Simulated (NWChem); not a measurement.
## Energy and gradient calculation, with input and output: C2H3Sn

C2H3Sn, multiplicity 2, SMILES C#[C][SnH2], computed with HF/def2-SVP, UHF, core potentials def2-SVP (NWChem 7.3.0).

The geometry comes from this level: PBE0-D4/def2-TZVP.

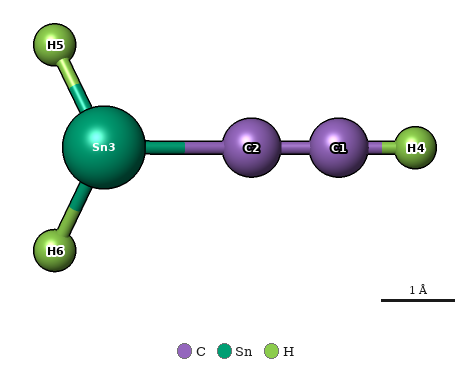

*The structure (ball-and-stick view, seen on its broad side; atoms are numbered from 1 in the order of the input). Sticks mark near contacts.*

**Key numbers**

```json
{"quantity": "outcome", "value": "converged"}
{"quantity": "total energy", "value": "−290.660956 hartree"}
{"quantity": "basis functions", "value": "69"}
{"quantity": "largest force", "value": "1.198 eV/Å"}
{"quantity": "⟨S²⟩", "value": "0.792"}
{"quantity": "dipole moment", "value": "0.58 D"}
{"quantity": "hardware", "value": "1 thread of Intel Xeon (Sapphire Rapids), 192 GiB of memory available, shared host"}
{"quantity": "wall time", "value": "68 s"}
{"quantity": "peak memory", "value": "0.1 GiB"}
```

**Input**
```python
from ase.io import read
from ase.calculators.nwchem import NWChem

mol = read('c2h3sn.xyz')

calc = NWChem(
    label='c2h3sn',
    theory='scf',
    memory='2200 mb',
    basis='def2-SVP',
    basispar='spherical bse',
    scf={'nopen': '1', 'uhf': None, 'thresh': '1e-08', 'maxiter': '80'},
    **{'ecp bse': {'Sn library': 'def2-SVP'}},
)
mol.calc = calc

forces = mol.get_forces()
print("Total energy (eV):", round(mol.get_potential_energy(), 6))
print("forces (eV/A):")
for s, f in zip(mol.symbols, forces):
    print(f"{s:2s} {f[0]:10.5f} {f[1]:10.5f} {f[2]:10.5f}")
```

**File c2h3sn.xyz**
```
6
C2H3Sn
C     -0.393100    -1.830000    -0.172100
C     -0.048400    -0.680100    -0.027600
Sn     0.721100     1.225200     0.300000
H     -0.716000    -2.837100    -0.307900
H      0.813900     2.019800    -1.216100
H     -0.335600     2.038000     1.377700
```

**File c2h3sn.nwi**
```
title "c2h3sn"

permanent_dir c2h3sn

scratch_dir c2h3sn

start c2h3sn

geometry units angstrom nocenter noautosym noautoz
  C  -3.9310000000000000e-01 -1.8300000000000001e+00 -1.7210000000000000e-01
  C  -4.8399999999999999e-02 -6.8010000000000004e-01 -2.7600000000000000e-02
  Sn 7.2109999999999996e-01 1.2252000000000001e+00 2.9999999999999999e-01
  H  -7.1599999999999997e-01 -2.8371000000000000e+00 -3.0790000000000001e-01
  H  8.1389999999999996e-01 2.0198000000000000e+00 -1.2161000000000000e+00
  H  -3.3560000000000001e-01 2.0379999999999998e+00 1.3776999999999999e+00
end

memory 2200 mb

basis spherical bse noprint
   * library def2-SVP
end

scf
  nopen 1
  uhf
  thresh 1e-08
  maxiter 80
end
ecp bse
  Sn library def2-SVP
end

task scf gradient
```

Launched with:
```bash
export ASE_NWCHEM_COMMAND="nwchem PREFIX.nwi > PREFIX.nwo"
python run.py
```

**Log**
```
Total energy (eV): -7909.28748
forces (eV/A):
C     0.15005    0.65692    0.06196
C    -0.31655   -1.14743   -0.13205
Sn    0.10284    0.48784    0.04263
H     0.00612   -0.01697    0.00267
H     0.01064    0.01023    0.05312
H     0.04690    0.00941   -0.02828
```

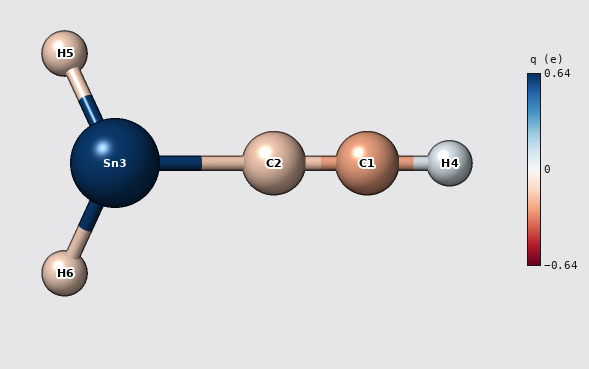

*Mulliken charges, as the colour of each atom (ball-and-stick view, seen on its broad side; atoms are numbered from 1 in the order of the input).*

By element: C −0.25 to −0.16, Sn +0.61 and H −0.14 to +0.08 e.
